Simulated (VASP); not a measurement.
Band structure of TiH2 (space group P-3m1). These are PBE GGA, VASP's PBE PAW potentials (set 64) (plane waves; VASP) values and carry that method's errors.

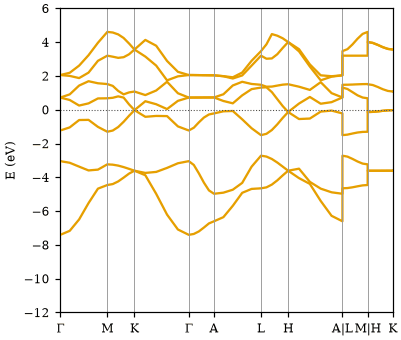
Bands along high-symmetry lines, zero at the valence-band maximum or, without a gap, the Fermi level

Task: Read the plot: is there a gap, and where are the band edges?

Result: It has no gap at this level: it comes out as a metal or semimetal.

The structure was generated: TiH2 was put into an ordered model structure, which need not be its known phase. The cell was not relaxed at this level.
